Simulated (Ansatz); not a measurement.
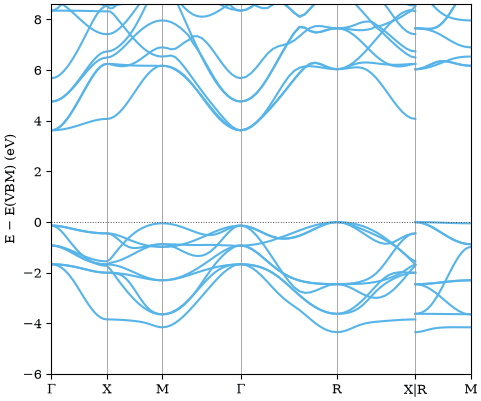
Figure: Band structure from PBE (plane waves, PAW; program Ansatz)

Task: Read off the gap and where the band edges lie.

Result: About 3.6 eV (3.63 eV by a search for the band edges); maximum at R, minimum at Γ.

The material is BaHfO₃ (cubic perovskite, space group No. 221).

Space group Pm-3m (cubic perovskite). Symmetry was held in the PBE relaxation. The run is not spin-polarised. Spin–orbit coupling is left out wherever it is not named.

Potentials: the earlier of the program's two PAW sets.
